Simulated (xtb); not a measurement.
**HfNH3OF2: geometry relaxation (part 4 of 4)**

HfNH3OF2; GFN-FF (xtb 6.7.1). 

Geometry of the input (Å):
```
N  -0.8264  0.0310  -1.4250
Hf 0.3502  0.0673  0.1876
O  0.3343  -1.4927  1.2028
F  2.2236  0.2221  0.1142
F  -0.2113  1.7668  1.1887
H  -1.2478  -0.7841  -1.8700
H  -1.5071  0.7907  -1.5083
H  1.2417  -1.6826  1.4730
```

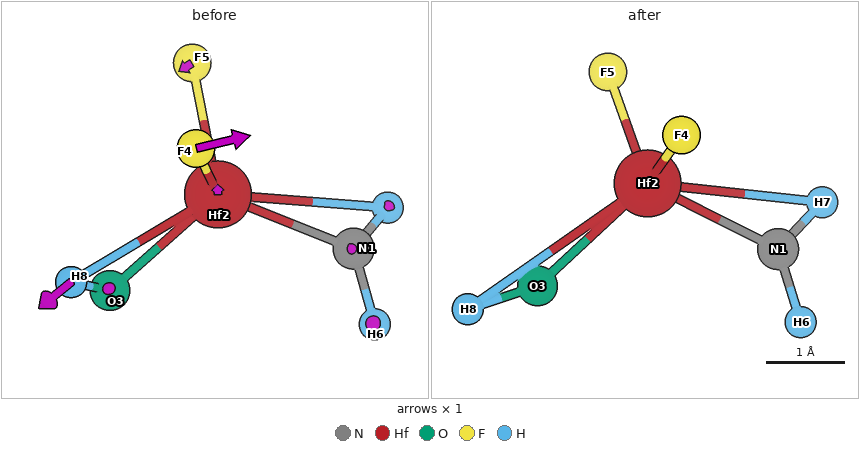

Before (left) and after (right) the relaxation, at one scale (ball-and-stick view, seen at a tilt). The pink arrows give the displacements, at true length. F4 moves most after the best rigid fit: 0.74 Å. Largest moves by element: F 0.74 Å, H 0.71 Å, O 0.17 Å, Hf 0.15 Å, N 0.12 Å. Among the contacts that change: Hf2–H8 2.347 → 2.844 Å, Hf2–F5 2.051 → 1.902 Å, Hf2–O3 1.861 → 1.939 Å, N1–Hf2 1.997 → 2.048 Å. Among the angles that change: Hf2–O3–H8 108.0° → 154.1°, F4–Hf2–H8 72.8° → 105.7°, Hf2–H8–O3 48.9° → 17.4°. Over 24 geometry steps the energy falls by 11.2 kcal/mol. (Atoms are counted from 1 in the order of the input.)

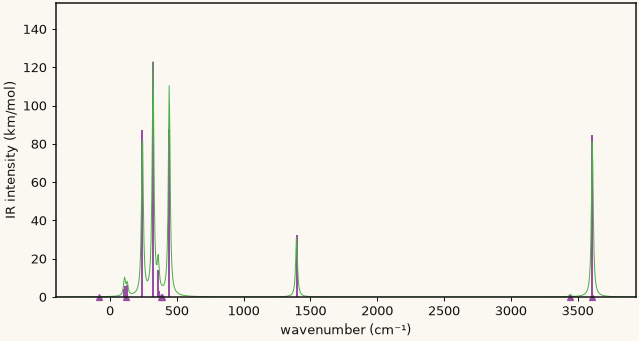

Harmonic infrared spectrum, unscaled: sticks (degenerate modes added up, dark ones marked on the axis) with a Lorentzian envelope of 16 cm⁻¹ full width, scaled to the tallest stick; imaginary modes are drawn at negative wavenumbers. 18 modes from 81i to 3610 cm⁻¹, 1 imaginary beyond 8i (81i cm⁻¹): not a clean minimum; so soft a mode can be a shallow saddle, an incomplete relaxation or noise of the force constants. The strongest line is at 322 cm⁻¹ (123 km/mol).

Summary

```json
{"quantity": "outcome", "value": "converged"}
{"quantity": "total energy", "value": "−1.268567 hartree"}
{"quantity": "dispersion energy", "value": "−0.002251 hartree"}
{"quantity": "zero-point energy", "value": "0.036576 hartree"}
{"quantity": "dipole moment", "value": "3.28 D"}
{"quantity": "wavenumbers, lowest and highest", "value": "81i and 3610 cm⁻¹"}
{"quantity": "peak memory", "value": "0.076 GiB"}
```
